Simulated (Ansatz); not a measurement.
The figure comes from a scan of TaAs (NbAs type, space group I4_1md): one As atom of a 4-atom cell moves by s along Cartesian [110], with its periodic images. Computed with PBE (plane waves to 420 eV, PAW, scalar-relativistic; Ansatz, a quantum-chemistry and plane-wave program). k mesh 15×15×15 (Γ-centred), Fermi-Dirac smearing 0.05 eV. The energy includes the smearing's −TS. With partly filled bands, energies and forces of such displacements shift with the k mesh and the smearing. At this level the bands of TaAs touch or barely overlap. Spin-orbit coupling is left out, though Ta is heavy. TaAs is run without spin polarisation. TaAs was relaxed with its symmetry unable to fall. The zero of ΔE is the undisplaced structure.

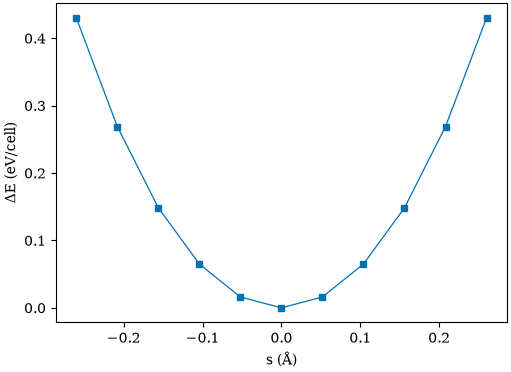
Fig. 1. ΔE (eV/cell) against s (Å); one marker a computed point.

**Question.** Turn the plot into a table (rounded to what can be read).

**Answer.** To the nearest 0.01:

```tsv
s (Å)	ΔE (eV/cell)
-0.260	0.43
-0.208	0.27
-0.156	0.15
-0.104	0.06
-0.052	0.02
0.000	0.00
0.052	0.02
0.104	0.06
0.156	0.15
0.208	0.27
0.260	0.43
```

(A displaced cell: forces are minus the slopes of the energy, force constants its curvatures, and phonons follow from these.)
